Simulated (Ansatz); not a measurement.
# A workflow on C2Cl4 (tetrachloroethylene)

Wanted: a series of 16 runs (HF/STO-3G, UHF/STO-3G, HF/3-21G, UHF/3-21G, HF/6-31G*, B3LYP/6-31G*, PBE/def2-SVP, MP2/6-31G*) of C2Cl4. 

The results are computed with Ansatz 0.2.0.

## 1. Starting point

C2Cl4 has 6 atoms, charge 0, and is taken as a singlet. As SMILES, `ClC(Cl)=C(Cl)Cl`. The coordinates come from a PBE0-D4/def2-TZVP relaxation. The run starts from this shape.

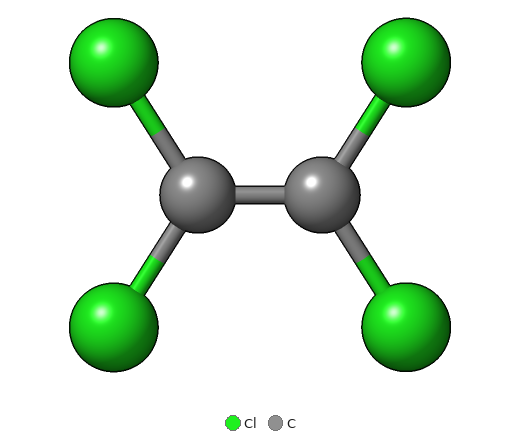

Viewed from a chosen angle; chlorine green, carbon grey.

## 2. A structure relaxation at HF/STO-3G (run 1)

File input.yaml:

```yaml
crystal:
  periodic: [false, false, false]
  atoms:
    - {symbol: Cl, position_ang: [-0.708730, -2.015220, 0.027250]}
    - {symbol: C, position_ang: [-0.587310, -0.316610, 0.054960]}
    - {symbol: Cl, position_ang: [-2.058230, 0.523580, 0.231720]}
    - {symbol: C, position_ang: [0.587310, 0.316610, -0.054970]}
    - {symbol: Cl, position_ang: [2.058230, -0.523580, -0.231720]}
    - {symbol: Cl, position_ang: [0.708730, 2.015210, -0.027250]}
basis:
  gaussian:
    orbitals: STO-3G
hamiltonian:
  xc: hf
relax:
  f_tol: 0.002
output: {orbitals: {seedname: orbitals}}
```

The run is started by

```
ansatz run input.yaml --threads 1 --pin off --max-ram 3480MiB --events-out events.jsonl --progress --plain --runs-dir runs
```

Standard output:

```text
Warning: RAYON_NUM_THREADS=1 ignored (pool sized by the plan → 1); use --threads N
The last accepted step is kept in runs//last_step.txt (removed where the run ends without a failure and the disk answers)
[... 55 lines left out ...]
Total energy: -51512.67264104 eV, -1893.0558030148 hartree
[... 6 lines left out ...]
Dipole moment:     0.000000    -0.000000     0.000002 e Å
```

It took 6 s on 1 thread of Arm Neoverse V2, shared host; peak memory 0.11 GiB.

Steps, from the record of the run:

```tsv
step	energy from the first frame kept (eV)	largest force (eV/Å)
1	0.0000	3.2693
2	-0.2961	1.1087
3	-0.3374	0.0618
4	-0.3378	0.0428
5	-0.3379	0.0131
6	-0.3379	0.0001
7	-0.3379	0.0002
```

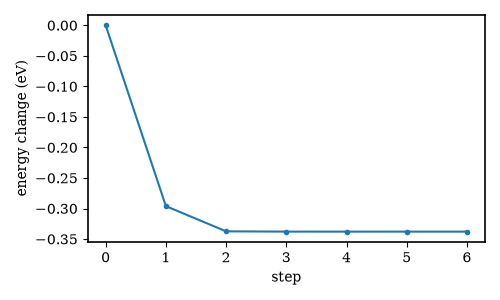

Energy along the run.

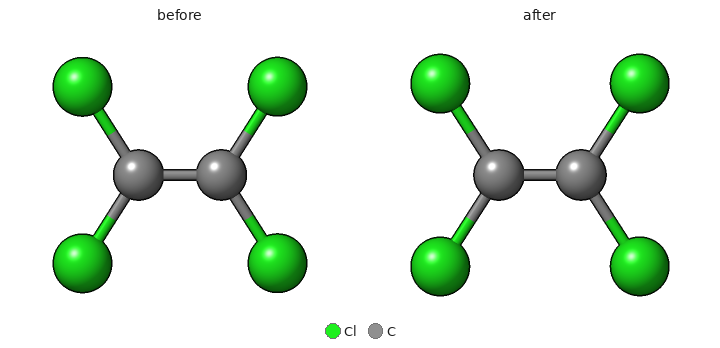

Before and after, at one scale.

After the run. Bond lengths: Cl1–C2 1.769 Å, C2–Cl3 1.769 Å, C2–C4 1.326 Å, C4–Cl5 1.769 Å, C4–Cl6 1.769 Å. Angles: Cl1–C2–Cl3 115.1°, Cl1–C2–C4 122.5°, Cl3–C2–C4 122.5°, C2–C4–Cl5 122.5°, C2–C4–Cl6 122.5°, Cl5–C4–Cl6 115.1°.

## 3. Vibrational wavenumbers at HF/STO-3G (run 2)

File in.yaml:

```yaml
crystal:
  periodic: [false, false, false]
  atoms:
    - {symbol: Cl, position_ang: [-0.715923, -2.077480, 0.026571]}
    - {symbol: C, position_ang: [-0.581818, -0.313653, 0.054446]}
    - {symbol: Cl, position_ang: [-2.113673, 0.552074, 0.238256]}
    - {symbol: C, position_ang: [0.581819, 0.313649, -0.054444]}
    - {symbol: Cl, position_ang: [2.113663, -0.552075, -0.238356]}
    - {symbol: Cl, position_ang: [0.715933, 2.077475, -0.026483]}
basis:
  gaussian: {orbitals: STO-3G}
hamiltonian: {xc: hf}
phonons: {temperatures: {t_min: 298.15, t_max: 298.15, t_step: 1}}
```

The run is started by

```
ansatz run in.yaml --threads 1 --pin off --max-ram 3480MiB --events-out events.jsonl --progress --plain --runs-dir runs
```

Standard output:

```text
Warning: RAYON_NUM_THREADS=1 ignored (pool sized by the plan → 1); use --threads N
[... 201 lines left out ...]
Total energy: -51512.67263435 eV, -1893.0558027689 hartree
[... 6 lines left out ...]
Dipole moment:     0.000000    -0.000001     0.000002 e Å
Vibrations: 113.22 174.72 236.95 319.17 321.73 377.17 499.78 596.10 896.47 1119.63 1227.87 1970.93 cm⁻¹, zero-point energy 0.486871 eV
```

Wall time 23 s (1 thread of Arm Neoverse V2, shared host); peak memory 0.11 GiB.

Runs 3 to 14 aren't shown in full; the table further down has their settings and results.

## 4. A geometry optimisation at MP2/6-31G(d) (Cartesian functions) (run 15)

File job.yaml:

```yaml
crystal:
  periodic: [false, false, false]
  atoms:
    - {symbol: Cl, position_ang: [-0.708730, -2.015220, 0.027250]}
    - {symbol: C, position_ang: [-0.587310, -0.316610, 0.054960]}
    - {symbol: Cl, position_ang: [-2.058230, 0.523580, 0.231720]}
    - {symbol: C, position_ang: [0.587310, 0.316610, -0.054970]}
    - {symbol: Cl, position_ang: [2.058230, -0.523580, -0.231720]}
    - {symbol: Cl, position_ang: [0.708730, 2.015210, -0.027250]}
basis:
  gaussian:
    orbitals: "6-31G*"
correlation:
  method: mp2
total_charge: 0
relax:
  f_tol: 0.002
output: {orbitals: {seedname: orbitals}}
```

The run is started by

```
ansatz run job.yaml --threads 1 --pin off --max-ram 3480MiB --events-out events.jsonl --progress --plain --runs-dir runs
```

Standard output, shortened:

```text
Warning: RAYON_NUM_THREADS=1 ignored (pool sized by the plan → 1); use --threads N
[... 1 set-up line as earlier in the session ...]
[... 37 lines left out ...]
22 core orbitals not correlated: weight in the atoms' cores, before any rotation towards them, 1.000 or more for the frozen orbitals, at most 0.000 for the correlated occupied ones
[... 27 lines left out ...]
Dipole moment:     0.000000    -0.000000     0.000000 e Å
Checks for a lower state left out: cluster_reference
```

Run time: 32 s. Hardware: 1 thread of Arm Neoverse V2, shared host; peak memory 0.27 GiB.

The path in brief:

```tsv
step	energy from the first frame kept (eV)	largest force (eV/Å)
1	0.0000	0.4445
2	-0.0135	0.1838
3	-0.0158	0.0447
4	-0.0158	0.0124
5	-0.0158	0.0002
```

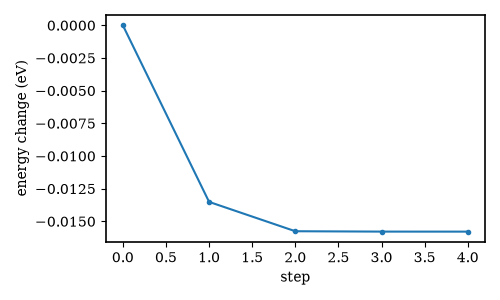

Energy along the run.

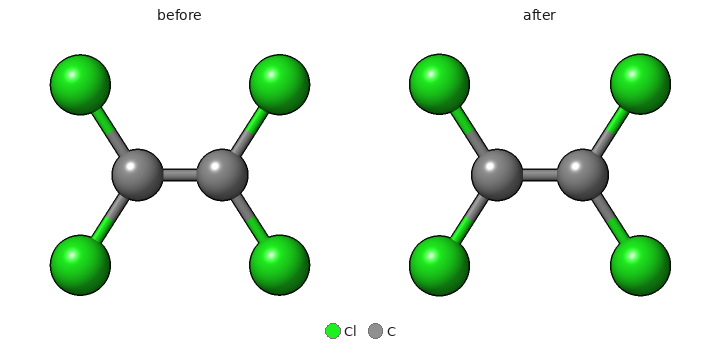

Before and after, at one scale.

After the run. Bond lengths: Cl1–C2 1.715 Å, C2–Cl3 1.715 Å, C2–C4 1.352 Å, C4–Cl5 1.715 Å, C4–Cl6 1.715 Å. Angles: Cl1–C2–Cl3 115.5°, Cl1–C2–C4 122.3°, Cl3–C2–C4 122.3°, C2–C4–Cl5 122.3°, C2–C4–Cl6 122.3°, Cl5–C4–Cl6 115.5°.

## 5. Vibrational wavenumbers at MP2/6-31G(d) (Cartesian functions) (run 16)

File molecule.yaml:

```yaml
crystal:
  periodic: [false, false, false]
  atoms:
    - {symbol: Cl, position_ang: [-0.717055, -2.030342, 0.027773]}
    - {symbol: C, position_ang: [-0.593230, -0.319805, 0.055518]}
    - {symbol: Cl, position_ang: [-2.075342, 0.524989, 0.233575]}
    - {symbol: C, position_ang: [0.593229, 0.319802, -0.055526]}
    - {symbol: Cl, position_ang: [2.075343, -0.524993, -0.233576]}
    - {symbol: Cl, position_ang: [0.717055, 2.030338, -0.027775]}
basis:
  gaussian: {orbitals: "6-31G*"}
correlation: {method: mp2}
phonons: {temperatures: {t_min: 298.15, t_max: 298.15, t_step: 1}}
```

The run is started by

```
ansatz run molecule.yaml --threads 1 --pin off --max-ram 3480MiB --events-out events.jsonl --progress --plain --runs-dir runs
```

Standard output:

```text
Warning: RAYON_NUM_THREADS=1 ignored (pool sized by the plan → 1); use --threads N
[... 26 lines left out ...]
22 core orbitals not correlated: weight in the atoms' cores, before any rotation towards them, 1.000 or more for the frozen orbitals, at most 0.000 for the correlated occupied ones
[... 130 lines left out ...]
22 core orbitals not correlated: weight in the atoms' cores, before any rotation towards them, 1.000 or more for the frozen orbitals, at most 0.000 for the correlated occupied ones
[... 126 lines left out ...]
Dipole moment:     0.000000    -0.000000     0.000000 e Å
[... 1 line left out ...]
Checks for a lower state left out: cluster_reference
```

Run time: 3.2 min. Hardware: 1 thread of Arm Neoverse V2, shared host; peak memory 0.27 GiB.

## 6. The series

```tsv
run	level	task	walk f tol	partner	energy (Eh)	dipole moment (D)	wall time
1	HF/STO-3G	optimise	0.002	base	-1893.055803	0.00	6 s
2	HF/STO-3G	frequencies	–	base	-1893.055803	0.00	23 s
3	UHF/STO-3G	energy	–	cation	-1892.730991	–	0.7 s
4	UHF/STO-3G	optimise	–	cation	-1892.748583	–	6.6 s
5	HF/3-21G	optimise	0.002	base	-1904.410828	0.00	7.5 s
6	HF/3-21G	frequencies	–	base	-1904.410825	0.00	19 s
7	UHF/3-21G	energy	–	cation	-1904.041595	–	1.2 s
8	UHF/3-21G	optimise	–	cation	-1904.053650	–	11 s
9	HF/6-31G* (Cartesian functions)	optimise	0.002	base	-1913.603691	0.00	18 s
10	HF/6-31G* (Cartesian functions)	frequencies	–	base	-1913.603691	0.00	16 s
11	B3LYP/6-31G* (Cartesian functions)	optimise	0.002	base	-1916.949419	0.00	29 s
12	B3LYP/6-31G* (Cartesian functions)	frequencies	–	base	-1916.949420	0.00	72 s
13	PBE/def2-SVP	optimise	0.002	base	-1915.496049	0.00	15 s
14	PBE/def2-SVP	frequencies	–	base	-1915.496049	0.00	35 s
15	MP2/6-31G* (Cartesian functions)	optimise	0.002	base	-1914.388724	0.00	32 s
16	MP2/6-31G* (Cartesian functions)	frequencies	–	base	-1914.388724	0.00	3.2 min
```

## 7. Summary of results

| quantity | value |
| --- | --- |
| run 16, MP2/6-31G*: total energy | -1914.38872 Eh |
| run 16, MP2/6-31G*: dipole moment (correlated density) | 0.00 D |
| run 16, MP2/6-31G*: correlation energy (22 core orbitals frozen) | -786.2 mEh |
| run 16, MP2/6-31G*: largest force on an atom | 0.000 eV/Å |
| run 16, MP2/6-31G*: lowest harmonic wavenumber | 100 cm⁻¹ |
| run 16, MP2/6-31G*: highest harmonic wavenumber | 1632 cm⁻¹ |
| run 16, MP2/6-31G*: zero-point energy | 41.6 kJ/mol |
| vertical ionisation energy (to the doublet cation), HF/STO-3G | 8.839 eV |
| vertical ionisation energy (to the doublet cation), HF/3-21G | 10.047 eV |
| adiabatic ionisation energy (to the doublet cation, no zero-point term), HF/STO-3G | 8.360 eV |
| adiabatic ionisation energy (to the doublet cation, no zero-point term), HF/3-21G | 9.719 eV |

What this shows: At HF/STO-3G: the vertical ionisation energy comes to 8.84 eV (853 kJ/mol). In a minimal basis such a difference can be off by several eV, whatever the method. At HF/3-21G: removing an electron at fixed nuclei costs 10.05 eV (969 kJ/mol). At HF/STO-3G: the adiabatic ionisation energy (to the doublet cation, no zero-point term) is 8.36 eV (807 kJ/mol). At HF/3-21G: the adiabatic ionisation energy (to the doublet cation, no zero-point term) is 9.72 eV (224 kcal/mol). Totals of different functionals can't be ranked against each other. In runs 15, 16 the log says that unrestricted orbitals would lower the reference, so the values rest on an unstable closed-shell determinant (other closed-shell runs at this shape may share the fault). In runs 1, 2, 3, 4 the basis is minimal, so the values are rough. All runs together took 8 min, the longest 3.2 min.
